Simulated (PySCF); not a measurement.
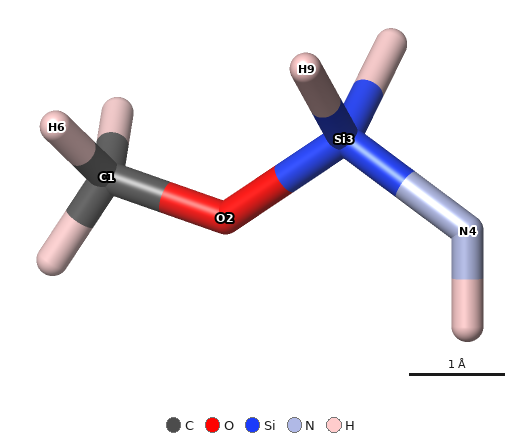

*The input geometry (stick view, seen at a tilt; atoms are numbered from 1 in the order of the input).*

Bond lengths as drawn: C–H 1.09 Å, C–O 1.39 Å, H–N 1.01 Å, H–Si 1.47 Å, N–Si 1.67 Å and O–Si 1.63 Å.

**CH₆NOSi: EPR calculation**

CH₆NOSi, multiplicity 2, computed with UKS B3LYP, pcH-1 on C H N O Si, non-relativistic, mean-field spin-orbit, GIAO (PySCF 2.14.0).

It belongs to a series of runs on one base structure; here: H removed from N.

## Input file
```
{"job": {"kind": "epr", "basis": "pcH-1"}, "charge": 0, "multiplicity": 2}
C     -1.626057    -0.344761    -0.146992
O     -0.245202    -0.526794    -0.204130
Si     0.968778     0.488927     0.176763
N      2.485770    -0.184431    -0.035308
H     -1.944354     0.455270    -0.821284
H     -1.948270    -0.094150     0.867337
H     -2.102700    -1.278113    -0.451388
H      0.906601     1.710926    -0.645656
H      0.878548     0.907941     1.588039
H      2.635768    -1.130160    -0.349910
```

The first line tells a small driver script what to run in PySCF; the rest is the geometry in Å.

Run on 1 CPU thread, shared host.

Command:
```bash
OMP_NUM_THREADS=1 python <driver script> task.json out
```

## Log
```
UKS, coarse grid
  cycle   1  E = -461.06810064  |g| = 5.50e-01
  cycle   2  E = -460.85588422  |g| = 9.35e-01
  cycle   3  E = -461.17984597  |g| = 7.68e-02
  cycle   4  E = -461.18103878  |g| = 5.79e-02
  cycle   5  E = -461.18247246  |g| = 8.77e-03
  cycle   6  E = -461.18252033  |g| = 2.21e-03
  cycle   7  E = -461.18252466  |g| = 1.49e-03
  cycle   8  E = -461.18252650  |g| = 3.22e-04
UKS, final grid
  cycle   1  E = -461.18255658  |g| = 3.83e-04
  cycle   2  E = -461.18255652  |g| = 5.62e-04
  cycle   3  E = -461.18255665  |g| = 5.37e-05
  cycle   4  E = -461.18255665  |g| = 2.76e-05
E = -461.18255665 Eh   <S^2> = 0.7535 (exact 0.7500)
g shifts (ppm)      1          2          3
  rmc          -186       -186       -186
  gc            -13         36         36
  oz_so          95       1787       8108
  total        -104       1637       7958
hyperfine (MHz)  atom isotope    a_iso     a_fc   dipolar eigenvalues
    0   13C      -0.98      -0.98     -0.24     -0.05      0.28
    1   17O       6.62       6.61     -1.06      0.30      0.76
    2  29Si      60.87      60.97     -3.50     -0.29      3.79
    3   14N      28.50      28.32    -41.42    -40.81     82.23
    4    1H       0.47       0.47     -0.84     -0.79      1.64
    5    1H       0.48       0.48     -0.86     -0.80      1.67
    6    1H      -0.02      -0.02     -0.67     -0.65      1.32
    7    1H     109.12     109.11     -4.45     -1.79      6.24
    8    1H     114.12     114.12     -4.54     -1.67      6.20
    9    1H     -56.69     -56.88    -51.69     -8.51     60.20
```

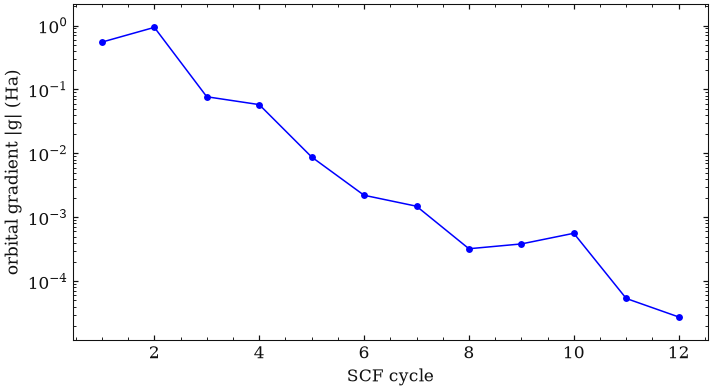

*Convergence of the self-consistent field: orbital gradient |g| against the SCF cycle.*

All cycles printed in the log are drawn one after another.

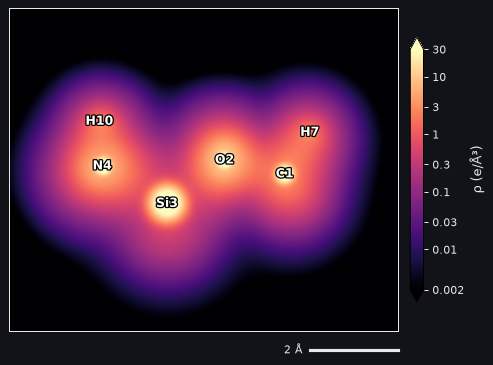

*Electron density on the plane of atoms O2, Si3 and N4.*

Atoms in the plane: C, O, Si, N and H. C–O (1.39 Å): ρ is about 2.1 e/Å³ halfway, with its minimum of 1.8 e/Å³ about 0.5 Å from C. Si–O (1.63 Å): ρ is about 1.1 e/Å³ halfway. Si–N (1.67 Å): ρ at the midpoint is about 1.2 e/Å³. N–H (1.01 Å): ρ at the midpoint is about 2.9 e/Å³, with its minimum of 2.3 e/Å³ about 0.7 Å from N. C–H (1.09 Å): ρ at the midpoint is about 2.1 e/Å³.

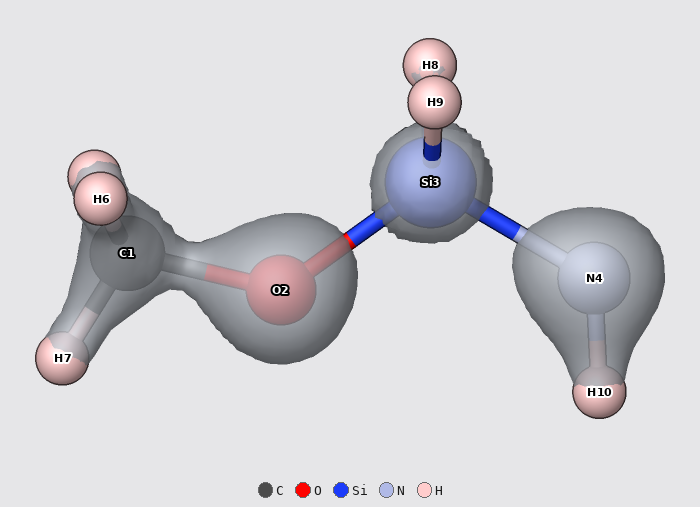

*Isosurface of the total electron density at 1.5 e/Å³ (grey), seen face on.*

At this value the surface falls into five separate pieces. It is pinched off along the Si–O (1.63 Å) and Si–N (1.67 Å) contacts. On the grid the lowest density along these lines, outside the cores, is 1.8 e/Å³ (C–O, 1.39 Å), 0.98 e/Å³ (Si–O, 1.63 Å), 1.1 e/Å³ (Si–N, 1.67 Å) and 2.3 e/Å³ (N–H, 1.01 Å).

## Key numbers

| quantity | value |
| --- | --- |
| outcome | converged |
| total energy | −461.182557 hartree |
| ⟨S²⟩ | 0.754 |
| isotropic g | 2.0055 |
| wall time | 16 s |
| peak memory | 0.57 GiB |
